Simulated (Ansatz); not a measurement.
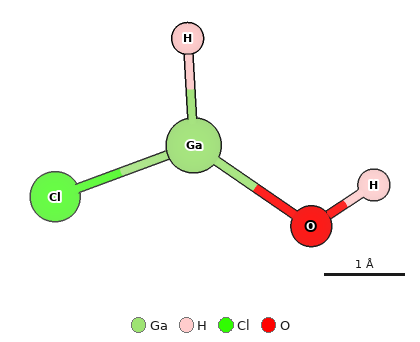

Fig. 1: The structure as given in the input (ball-and-stick view, seen at a tilt). Sticks mark near contacts.

**Run report: GaH2ClO, geometry relaxation**

- system: GaH2ClO
- method: RKS PBE-D4/def2-SVP (Ansatz 0.2.0)

It belongs to a series of runs on one base structure; here: start relaxed.

## The program's output
```
The last accepted step is kept in [file] (removed where the run ends without a failure and the disk answers)
Engine: ansatz 0.2.0, x86_64-unknown-linux-gnu
Functional definition: PBE
  parameter kappa = 0.804
  parameter beta = 0.06672455060314922
  exchange = pbe_x(kappa = kappa, mu = beta*pi^2/3)
  correlation = pbe_c(beta = beta)
809 factors; their error is unknown
mean field evaluation 1: about -66947.3906 eV, gradient 6.5e1 eV
mean field evaluation 2: about -66847.1093 eV, gradient 1.8e2 eV
mean field evaluation 4: about -66953.8408 eV, gradient 2.0e1 eV
mean field evaluation 8: about -66954.5518 eV, gradient 8.6e-2 eV
mean field evaluation 16: about -66954.5151 eV, gradient 3.2e-5 eV
mean field -66954.51507244 eV, -2460.5330455119 hartree, gradient 3.2e-5 eV, S^2 0.000000; 0 other end points of the search recorded, 0 dependent functions left out
the calculation of the forces begins
reference -66954.51510804 eV, -2460.5330468202 hartree; 29, 29 occupied and 45, 45 virtual orbitals, 809 factors
relax step   1: F+E_penalty+E_count = -66954.60267704 eV  Δ(F+E_penalty+E_count) = +0.000e0 eV  max|allowed force component| = 1.308e0 eV/Å  Δτ_max = 0.0000 Å  (25 SCF iters, accepted)
these checks for a lower state are left out or cut short: starts, cluster_reference, orbital_swaps, neighbouring_geometries, increment
809 factors; their error is unknown
mean field -66954.58871515 eV, -2460.5357518316 hartree, gradient 4.7e-5 eV, S^2 0.000000; 0 other end points of the search recorded, 0 dependent functions left out
the calculation of the forces begins
reference -66954.58875028 eV, -2460.5357531225 hartree; 29, 29 occupied and 45, 45 virtual orbitals, 809 factors
relax step   2: F+E_penalty+E_count = -66954.67815465 eV  Δ(F+E_penalty+E_count) = -7.548e-2 eV  max|allowed force component| = 1.731e0 eV/Å  Δτ_max = 0.1984 Å  (29 SCF iters, accepted)
these checks for a lower state are left out or cut short: starts, cluster_reference, orbital_swaps, neighbouring_geometries, increment
809 factors; their error is unknown
mean field -66954.73615802 eV, -2460.5411702571 hartree, gradient 3.8e-5 eV, S^2 0.000000; 0 other end points of the search recorded, 0 dependent functions left out
the calculation of the forces begins
reference -66954.73619273 eV, -2460.5411715327 hartree; 29, 29 occupied and 45, 45 virtual orbitals, 809 factors
relax step   3: F+E_penalty+E_count = -66954.82582122 eV  Δ(F+E_penalty+E_count) = -1.477e-1 eV  max|allowed force component| = 5.066e-1 eV/Å  Δτ_max = 0.1999 Å  (28 SCF iters, accepted)
these checks for a lower state are left out or cut short: starts, cluster_reference, orbital_swaps, neighbouring_geometries, increment
809 factors; their error is unknown
mean field evaluation 32: about -66954.7542 eV, gradient 2.7e-4 eV
mean field -66954.75420016 eV, -2460.5418332935 hartree, gradient 6.3e-6 eV, S^2 0.000000; 0 other end points of the search recorded, 0 dependent functions left out
the calculation of the forces begins
reference -66954.75423478 eV, -2460.5418345658 hartree; 29, 29 occupied and 45, 45 virtual orbitals, 809 factors
relax step   4: F+E_penalty+E_count = -66954.84423418 eV  Δ(F+E_penalty+E_count) = -1.841e-2 eV  max|allowed force component| = 2.402e-1 eV/Å  Δτ_max = 0.0816 Å  (28 SCF iters, accepted)
these checks for a lower state are left out or cut short: starts, cluster_reference, orbital_swaps, neighbouring_geometries, increment
809 factors; their error is unknown
mean field -66954.75682807 eV, -2460.5419298674 hartree, gradient 6.1e-5 eV, S^2 0.000000; 0 other end points of the search recorded, 0 dependent functions left out
the calculation of the forces begins
reference -66954.75686262 eV, -2460.5419311371 hartree; 29, 29 occupied and 45, 45 virtual orbitals, 809 factors
relax step   5: F+E_penalty+E_count = -66954.84674239 eV  Δ(F+E_penalty+E_count) = -2.508e-3 eV  max|allowed force component| = 2.722e-2 eV/Å  Δτ_max = 0.0356 Å  (24 SCF iters, accepted)
these checks for a lower state are left out or cut short: starts, cluster_reference, orbital_swaps, neighbouring_geometries, increment
809 factors; their error is unknown
mean field -66954.75695654 eV, -2460.5419345884 hartree, gradient 6.2e-5 eV, S^2 0.000000; 0 other end points of the search recorded, 0 dependent functions left out
the calculation of the forces begins
reference -66954.75699110 eV, -2460.5419358585 hartree; 29, 29 occupied and 45, 45 virtual orbitals, 809 factors
relax step   6: F+E_penalty+E_count = -66954.84692867 eV  Δ(F+E_penalty+E_count) = -1.863e-4 eV  max|allowed force component| = 5.219e-3 eV/Å  Δτ_max = 0.0100 Å  (25 SCF iters, accepted)
809 factors; their error is unknown
mean field evaluation 64: about -66954.7570 eV, gradient 5.0e-5 eV
```

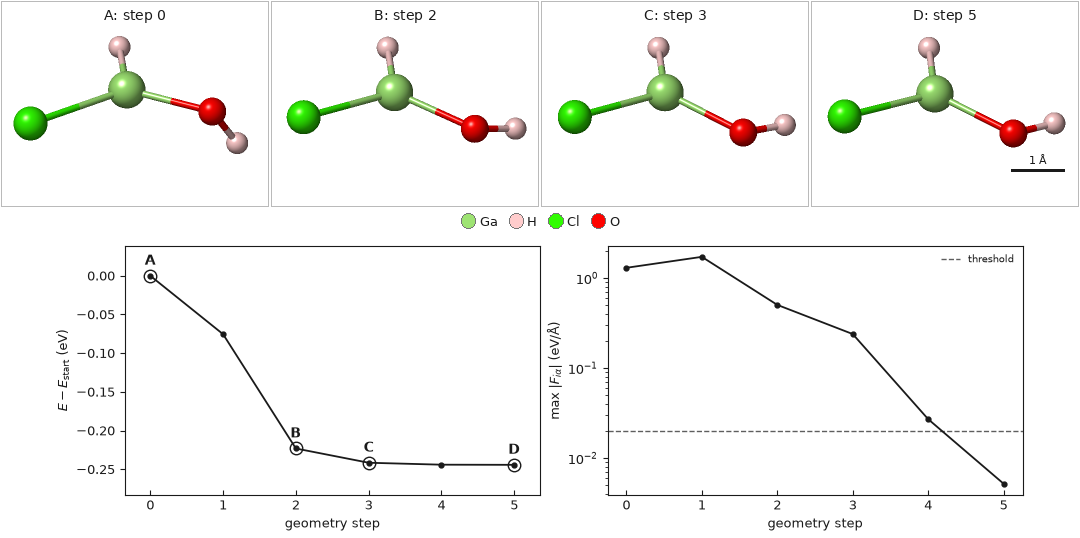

Fig. 2: Frames of the relaxation (ball-and-stick view, seen at a tilt) above the curves, on which the letters mark them (the first geometry is step 0 here and step 1 in the log).

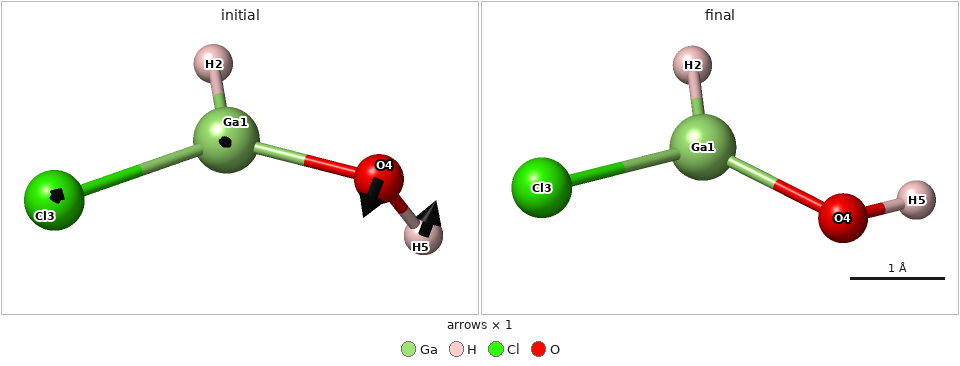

Fig. 3: Before (left) and after (right) the relaxation, at one scale (ball-and-stick view, seen at a tilt). The black arrows give the displacements, at true length. O4 moves most after the best rigid fit: 0.45 Å. By element the largest moves are O 0.45 Å, H 0.41 Å, Cl 0.16 Å, Ga 0.11 Å. Among the contacts that change: Ga1–Cl3 2.240 → 2.154 Å, O4–H5 1.010 → 0.976 Å, Ga1–H2 1.570 → 1.563 Å, Ga1–O4 1.790 → 1.795 Å. Among the angles that change: Cl3–Ga1–O4 120.0° → 111.7°, H2–Ga1–O4 120.0° → 126.5°, Ga1–O4–H5 109.5° → 111.9°. The energy falls by 0.244 eV in 5 geometry steps. Largest force component: 1.3 eV/Å at the start, 0.0052 eV/Å at the end. (Atoms are counted from 1 in the order of the input.)

```
mean field -66954.75695654 eV, -2460.5419345884 hartree, gradient 6.2e-5 eV, S^2 0.000000; 1 other end points of the search recorded, 0 dependent functions left out
the calculation of the forces begins
reference -66954.75699110 eV, -2460.5419358585 hartree; 29, 29 occupied and 45, 45 virtual orbitals, 809 factors
Total energy: -66954.84696323 eV, -2460.5452422734 hartree
Atom 0 at     0.034432    -0.098484     0.016123 Å, force     0.001622     0.000206    -0.001883 eV/Å
Atom 1 at     0.010066    -0.039375     1.578157 Å, force    -0.001088    -0.000311    -0.003623 eV/Å
Atom 2 at     1.858335     0.158821    -1.100929 Å, force    -0.000466    -0.000074     0.001123 eV/Å
Atom 3 at    -1.372540    -0.375487    -1.063830 Å, force     0.004367     0.001063     0.005219 eV/Å
Atom 4 at    -2.200393    -0.492175    -0.561020 Å, force    -0.004435    -0.000884    -0.000837 eV/Å
Dipole moment:    -0.395310    -0.047003     0.456822 e Å
```

## Trajectory as extended XYZ (Å, eV, eV/Å), 6 frames, from step=1 to step=6
```
5
Properties=species:S:1:pos:R:3:forces:R:3 step=1 energy=-66954.60268
Ga    0.0000    0.0000    0.0000    0.9492  -0.0898  -0.0383
H     0.0000    0.0000    1.5700    0.1549   0.0188  -0.0193
Cl    1.9398    0.0000   -1.1200   -0.9548   0.0734   0.4384
O    -1.5501    0.0000   -0.8950   -0.7628  -1.3080  -0.1191
H    -2.0598   -0.8467   -0.6865    0.6134   1.3056  -0.2617
5
Properties=species:S:1:pos:R:3:forces:R:3 step=2 energy=-66954.67816
Ga    0.0043   -0.0312    0.0308    0.2270   0.0140  -0.2331
H     0.0328   -0.0175    1.5985   -0.0211  -0.0270  -0.0625
Cl    1.8605    0.0478   -1.1083   -0.2411   0.0660   0.1688
O    -1.4508   -0.0884   -1.0423   -1.3065  -1.7311   1.1123
H    -2.1170   -0.7573   -0.6102    1.3417   1.6780  -0.9855
5
Properties=species:S:1:pos:R:3:forces:R:3 step=3 energy=-66954.82582
Ga    0.0413   -0.0729    0.0210   -0.3121  -0.0907  -0.2142
H     0.0355   -0.0298    1.5740   -0.0018  -0.0014   0.1462
Cl    1.8764    0.1269   -1.0900   -0.0385   0.0321  -0.0300
O    -1.4015   -0.2822   -1.0451   -0.1542  -0.1951   0.2094
H    -2.2218   -0.5887   -0.5915    0.5066   0.2551  -0.1114
5
Properties=species:S:1:pos:R:3:forces:R:3 step=4 energy=-66954.84423
Ga    0.0312   -0.0770    0.0234    0.0565  -0.0729  -0.0136
H     0.0213   -0.0420    1.5844   -0.0095   0.0279   0.0187
Cl    1.8565    0.1457   -1.1040   -0.0323   0.0249   0.0229
O    -1.3703   -0.3564   -1.0585   -0.2402  -0.0472   0.0500
H    -2.2088   -0.5170   -0.5767    0.2256   0.0674  -0.0779
5
Properties=species:S:1:pos:R:3:forces:R:3 step=5 energy=-66954.84674
Ga    0.0363   -0.0976    0.0110   -0.0152  -0.0046  -0.0144
H     0.0030   -0.0408    1.5711    0.0089   0.0028   0.0272
Cl    1.8645    0.1590   -1.0984   -0.0053   0.0000  -0.0057
O    -1.3758   -0.3738   -1.0632    0.0201   0.0013  -0.0021
H    -2.1982   -0.4935   -0.5521   -0.0085   0.0005  -0.0050
5
Properties=species:S:1:pos:R:3:forces:R:3 step=6 energy=-66954.84693
Ga    0.0344   -0.0985    0.0161    0.0016   0.0002  -0.0019
H     0.0101   -0.0394    1.5782   -0.0011  -0.0003  -0.0036
Cl    1.8583    0.1588   -1.1009   -0.0005  -0.0001   0.0011
O    -1.3725   -0.3755   -1.0638    0.0044   0.0011   0.0052
H    -2.2004   -0.4922   -0.5610   -0.0044  -0.0009  -0.0008
```

This output came from the following input.

## Input
```yaml
crystal:
  periodic: [false, false, false]
  atoms:
    - { symbol: Ga, position_ang: [0.0, 0.0, 0.0] }
    - { symbol: H, position_ang: [0.0, 0.0, 1.57] }
    - { symbol: Cl, position_ang: [1.9398, 0.0, -1.12] }
    - { symbol: O, position_ang: [-1.5501, 0.0, -0.895] }
    - { symbol: H, position_ang: [-2.0598, -0.8467, -0.6865] }
basis:
  gaussian: { orbitals: def2-SVP }
hamiltonian:
  xc: pbe
  dispersion: d4
relax:
  f_tol: 0.02
  max_steps: 40
```

Launch command:
```bash
ansatz run input.yaml --threads 1 --pin off --max-ram 2048MiB --backend cpu --events-out ev --progress --plain --runs-dir out
```

## Results in brief

```json
{"quantity": "outcome", "value": "converged"}
{"quantity": "total energy", "value": "−66954.8470 eV"}
{"quantity": "mean-field energy", "value": "−66954.7570 eV"}
{"quantity": "largest force (length of the vector) at the end", "value": "0.007 eV/Å"}
{"quantity": "hardware", "value": "1 thread of Intel Xeon (Granite Rapids), 144 GiB of memory available, shared host"}
{"quantity": "wall time", "value": "6.3 s"}
{"quantity": "peak memory", "value": "0.16 GiB"}
```
